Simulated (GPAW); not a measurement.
# Mn pairs in GaN: coupling against distance with U = 4 eV on Mn d

Two Mn atoms replace host atoms of GaN on its cation sites. How does their coupling change with their distance?

Program: GPAW 26.7.0. Level of theory: PBE with U = 4 eV on Mn d; plane waves with GPAW's PAW setups, scalar-relativistic. Results are calculated unless marked as measured.

**1. The starting structure**

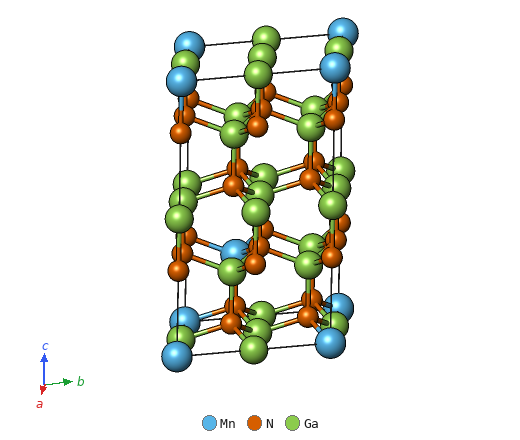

Start, viewed slightly off an axis; manganese blue, nitrogen orange, gallium green. Bonds to atoms that aren't drawn are left out. Some periodic images of atoms are drawn too.

This is the first member shown.

**2. The first member**

This run shows input and output; the others differ as the table says.

Input file order1.py:

```python
import json
import numpy as np
from ase import Atoms
from ase.parallel import paropen, parprint
from gpaw import GPAW

atoms = Atoms(['Mn', 'N', 'Mn', 'N', 'Ga', 'N', 'Ga', 'N', 'Ga', 'N', 'Ga', 'N', 'Ga', 'N', 'Ga', 'N', 'Ga', 'N', 'Ga', 'N', 'Ga', 'N', 'Ga', 'N', 'Ga', 'N', 'Ga', 'N', 'Ga', 'N', 'Ga', 'N'],
    cell=[[6.378, 0.0, 0.0],
         [-3.189, 5.52351, 0.0],
         [0.0, 0.0, 10.37]],
    scaled_positions=[[0.0, 0.0, 0.0],
         [0.166667, 0.333333, 0.0615],
         [0.166667, 0.333333, 0.25],
         [0.0, 0.0, 0.3115],
         [0.0, 0.0, 0.5],
         [0.166667, 0.333333, 0.5615],
         [0.166667, 0.333333, 0.75],
         [0.0, 0.0, 0.8115],
         [0.0, 0.5, 0.0],
         [0.166667, 0.833333, 0.0615],
         [0.166667, 0.833333, 0.25],
         [0.0, 0.5, 0.3115],
         [0.0, 0.5, 0.5],
         [0.166667, 0.833333, 0.5615],
         [0.166667, 0.833333, 0.75],
         [0.0, 0.5, 0.8115],
         [0.5, 0.0, 0.0],
         [0.666667, 0.333333, 0.0615],
         [0.666667, 0.333333, 0.25],
         [0.5, 0.0, 0.3115],
         [0.5, 0.0, 0.5],
         [0.666667, 0.333333, 0.5615],
         [0.666667, 0.333333, 0.75],
         [0.5, 0.0, 0.8115],
         [0.5, 0.5, 0.0],
         [0.666667, 0.833333, 0.0615],
         [0.666667, 0.833333, 0.25],
         [0.5, 0.5, 0.3115],
         [0.5, 0.5, 0.5],
         [0.666667, 0.833333, 0.5615],
         [0.666667, 0.833333, 0.75],
         [0.5, 0.5, 0.8115]],
    pbc=True,
    magmoms=[4.5, 0.0, 4.5, 0.0, 0.0, 0.0, 0.0, 0.0, 0.0, 0.0, 0.0, 0.0, 0.0, 0.0, 0.0, 0.0, 0.0, 0.0, 0.0, 0.0, 0.0, 0.0, 0.0, 0.0, 0.0, 0.0, 0.0, 0.0, 0.0, 0.0, 0.0, 0.0])
atoms.calc = GPAW(mode={'name': 'pw', 'ecut': 600},
    xc='PBE',
    kpts={'size': (5, 5, 3), 'gamma': True},
    occupations={'name': 'fermi-dirac', 'width': 0.05},
    convergence={'density': 1e-05, 'energy': 1e-05},
    maxiter=200,
    mixer={'name': 'pulay', 'beta': 0.05, 'nmaxold': 6, 'weight': 50},
    setups={'Mn': ':d,4.0'},
    symmetry={'tolerance': 1e-4},
    txt='order1.txt')
e = atoms.get_potential_energy(force_consistent=True)
res = {'free_energy': e, 'energy_sigma0': atoms.get_potential_energy(), 'fermi_energy': atoms.calc.get_fermi_level()}
res['moments'] = atoms.get_magnetic_moments().tolist()
res['total'] = atoms.get_magnetic_moment()
parprint('site moments (muB):', np.round(res['moments'], 3))
parprint(f"total moment: {res['total']:.3f} muB")
parprint(f'free energy: {e:.6f} eV')
atoms.calc.write('order1.gpw')
with paropen('results.json', 'w') as f:
    json.dump(res, f)
```

Run with:

```console
$ OMP_NUM_THREADS=1 mpirun -n 4 gpaw python order1.py > order1.log
```

What it wrote:

```text
site moments (muB): [ 3.943e+00 -9.900e-02  3.951e+00 -2.400e-02  8.000e-03 -2.000e-03
  8.000e-03 -3.700e-02  2.000e-02 -2.600e-02  2.100e-02 -3.500e-02
  6.000e-03 -1.000e-03  7.000e-03 -1.000e-03  1.600e-02 -1.000e-03
  1.600e-02 -2.000e-03  1.000e-03 -0.000e+00  1.000e-03  0.000e+00
  2.000e-02 -2.600e-02  2.100e-02 -3.500e-02  6.000e-03 -1.000e-03
  7.000e-03 -1.000e-03]
total moment: 8.000 muB
free energy: -198.226754 eV

--- order1.txt ---
Input parameters:
  mode=PW(ecut=600),
  convergence={'density': 1e-05, 'energy': 1e-05},
  kpts=MonkhorstPack(size=(5, 5, 3), gamma=True),
  maxiter=200,
  mixer=Pulay(name='pulay', nmaxold=6, beta=0.05, weight=50, sigma=0.015, g_ss=None),
  occupations=Occupations(name='fermi-dirac', width=0.05),
  setups={'Mn': ':d,4.0'},
  symmetry=Symmetry(tolerance=0.0001),
  xc=XC(name='PBE')

Diagonalizing LCAO Hamiltonian
Converting LCAO to pw mode

          Ga      Ga
         N       N
           NGa     NGa
          N       N
            N       N
         Ga      Ga
           Ga      Ga
         NGa     NGa
            Mn      Ga
          NN      NN

         Ga N    Ga N
           Mn      Ga

Atoms  # Å, Bohr magnetons
|    | symbol |         x |        y |        z |    initial magnetic moments |
|----|--------|-----------|----------|----------|-----------------------------|
|  0 |     Mn |  0.000000 | 0.000000 | 0.000000 | ( 0.0000,  0.0000,  4.5000) |
|  1 |      N |  0.000003 | 1.841168 | 0.637755 | ( 0.0000,  0.0000,  0.0000) |
|  2 |     Mn |  0.000003 | 1.841168 | 2.592500 | ( 0.0000,  0.0000,  4.5000) |
[...]
Zero:              0.950532
  External:          0.000000
  Xc:             -268.361764
  Entropy:          -0.029569
  Spinorbit:         0.000000
  ----------------------------
  Free energy:    -198.226754
  Extrapolated:   -198.211970

dipole moment: (-79.631491, -99.510805, -114.045193)  # |e|*Ang

Total magnetic moment: (0.000000, 0.000000, 8.000040)

Local magnetic moments
|        x |        y |         z |
|----------|----------|-----------|
| 0.000000 | 0.000000 |  3.942804 |  # Mn   0
| 0.000000 | 0.000000 | -0.098654 |  # N    1
| 0.000000 | 0.000000 |  3.950630 |  # Mn   2
| 0.000000 | 0.000000 | -0.023991 |  # N    3
| 0.000000 | 0.000000 |  0.008377 |  # Ga   4
[...]
| 0.000000 | 0.000000 |  0.006110 |  # Ga  28
| 0.000000 | 0.000000 | -0.001005 |  # N   29
| 0.000000 | 0.000000 |  0.006727 |  # Ga  30
| 0.000000 | 0.000000 | -0.000501 |  # N   31

Fermi level: 7.321
Eigenvalues  # (at kpt = [0.000, 0.000, 0.000])
| band index |      eig [eV] | occ [0-1] |      eig [eV] | occ [0-1] |
|------------|---------------|-----------|---------------|-----------|
|          0 |       -73.572 |     1.000 |       -69.116 |     1.000 |
|        ... |               |           |               |           |
|         67 |         5.058 |     1.000 |         5.711 |     1.000 |
|         68 |         5.569 |     1.000 |         5.730 |     1.000 |
|         69 |         5.594 |     1.000 |         6.092 |     1.000 |
|         70 |         5.680 |     1.000 |         6.201 |     1.000 |
[...]
|         80 |         7.798 |     0.000 |        10.817 |     0.000 |
|         81 |         8.055 |     0.000 |        10.821 |     0.000 |
|         82 |         8.569 |     0.000 |        10.966 |     0.000 |
|        ... |               |           |               |           |
|        100 |        13.067 |     0.000 |        14.613 |     0.000 |

No gap
No difference between direct/indirect transitions

[key lines of the parts left out:]
Converged in 33 steps
```

Wall time 17 min (4 MPI ranks of Arm Neoverse V2, shared host); peak memory 3 GiB; 66 min of CPU time.

After 33 cycles the largest moment stands at 3.95 μB.

**3. The series**

All use a 5×5×3 mesh. Each member is run with parallel and with opposed moments. For E = −J e1·e2 with unit vectors, counted once a pair, J = (E_opposed − E_parallel) / 2n, n being the images of the partner at that distance, since the cell repeats. Farther images are folded into J, and in so small a cell they can weigh as much as the nearest, so J is an effective number of this cell and no pair coupling.

| distance (Å) | atoms, n | parallel (eV) | opposed (eV) | opposed less parallel (meV) | J (meV) | mean moment, parallel (μB) | mean moment, opposed (μB) | net moment, parallel (μB a cell) |
| --- | --- | --- | --- | --- | --- | --- | --- | --- |
| 3.18 | 32, 1 | -198.2268 | -197.9268 | +299.94 | +149.97 | 3.95 | 3.91 | 8.00 |
| 4.50 | 32, 3 | -197.9302 | -197.8951 | +35.10 | +5.85 | 3.95 | 3.94 | 8.00 |
| 5.18 | 32, 2 | -197.9217 | -197.9027 | +18.99 | +4.75 | 3.95 | 3.94 | 8.00 |
| 6.09 | 32, 4 | -197.9739 | -197.9007 | +73.22 | +9.15 | 3.96 | 3.93 | 8.00 |

```
distance (Å) 5.18: J = +18.99 / (2 × 2) = +4.75 meV
```

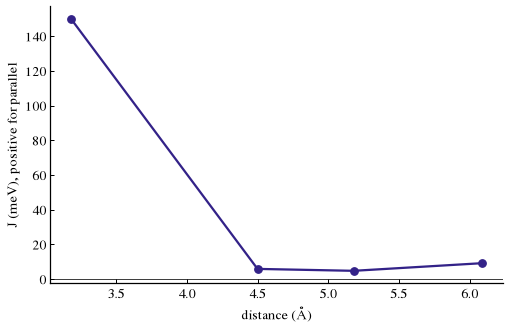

Coupling along the series.

**4. Summary of results**

| Property | Result |
| --- | --- |
| strongest coupling | +149.97 meV at distance (Å) 3.18 |
| parallel lower at | 3.18, 4.50, 5.18, 6.09 |
| opposed lower at | no member |

**Reading.** Parallel moments are lower wherever the coupling is resolved; it is strongest at distance (Å) 3.18, +149.97 meV, and stands at +9.15 meV for the last member. Differences under about 1 meV are not resolved, and mesh and smearing were not tested in this series. The atoms were not relaxed, which can shift moments and couplings. The cells are small and neutral, with no compensating defects, so carriers and concentrations exceed those of most samples. Trends hold for the rows shown; the series may have further members. Spin–orbit coupling is left out.

[Logs and program files are shortened in this print: banners, set-up blocks, solver, clock and traceback lines can be left out without a mark of their own.]

[Logs are printed without paths, hosts, clocks, repeated set-up lines and the standing remarks that a program may print on its own settings, such as how far it seeks lower states.]

[Hosts, paths, dates, database ids (printed as entryN), source tags and the programs' standing remarks are cut or masked in the printed files.]

[Where a cell is said to come from a database of computed structures, the database is the Materials Project.]
